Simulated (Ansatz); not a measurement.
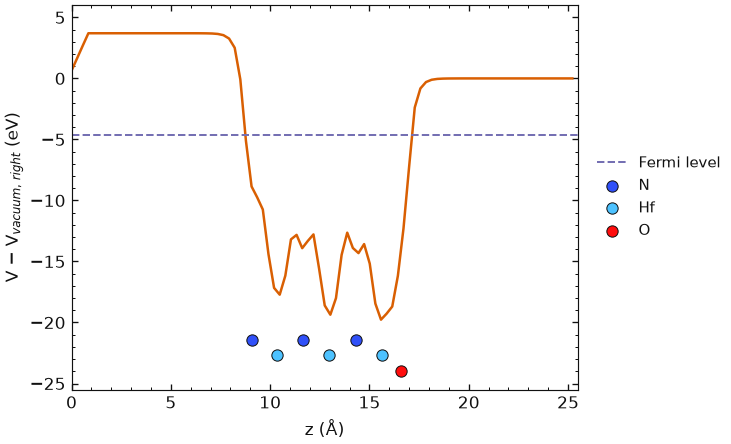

Plane-averaged electrostatic potential energy of an electron across the slab; circles at the bottom mark the heights of the atoms (positions after relaxation).

The material is a (111) slab cut from HfN (Fm-3m), of composition Hf3N3O (not the bulk's), ended by Hf above and N below, 7 atoms in the cell.

Method: DFT PBEsol, scalar-relativistic, plane waves, PAW, no spin polarisation, 9×9×1 k mesh, Gaussian smearing of 0.1 eV (Ansatz 0.2.0).

Question: Read off the work function of each face.

Answer: The work function is 4.65 eV at the right face and 8.35 eV at the left.

Question: Do the two faces differ, and what does that say about the slab's dipole?

Answer: The vacuum level is 3.70 eV higher at the left than at the right, so the slab carries a dipole along its normal; the ramp in the vacuum, at or near the edge of the plot, is the dipole correction that keeps each side flat. Some atoms were held fixed in the relaxation, which can itself make the faces differ.

Question: How thick are slab and vacuum?

Answer: The outermost atoms are 7.5 Å apart, which leaves 18.0 Å of vacuum in a cell 25.5 Å high.

The electron count is odd and the run has no spin polarisation, so a magnetic state may lie lower. Spin-orbit coupling is left out, which matters for Hf.
